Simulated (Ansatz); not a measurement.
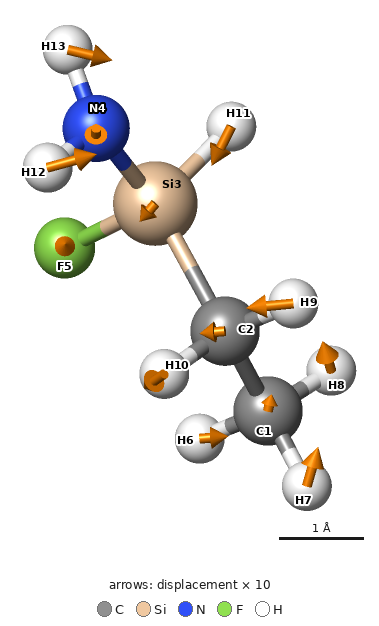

This is a relaxation of C$_{2}$H$_{8}$FNSi. The starting structure is drawn; orange arrows show the displacements, magnified 10 times. The two geometries are superimposed by the best rigid fit.

The picture is a ball-and-stick view, seen from a free direction.

The start comes from PBE-D4/def2-SVP.

All numbers below come from Ansatz 0.2.0, RKS PBE0-D4/def2-TZVP. Set-up: force threshold 0.005 eV/Å; at most 150 steps.

### What did the optimiser do to the structure, and how much energy did it gain?

The largest move after the best rigid fit is that of H12, 0.063 Å. Largest moves by element: H 0.063 Å, N 0.037 Å, C 0.031 Å, F 0.030 Å, Si 0.029 Å. Near-neighbour distances that change, for instance: Si3–F5 1.656 → 1.611 Å, Si3–N4 1.728 → 1.701 Å, C2–Si3 1.880 → 1.859 Å, Si3–H11 1.501 → 1.484 Å. After 7 geometry steps the energy has fallen by 7.90 kJ/mol. The largest force component goes from 0.84 to 0.0012 eV/Å.
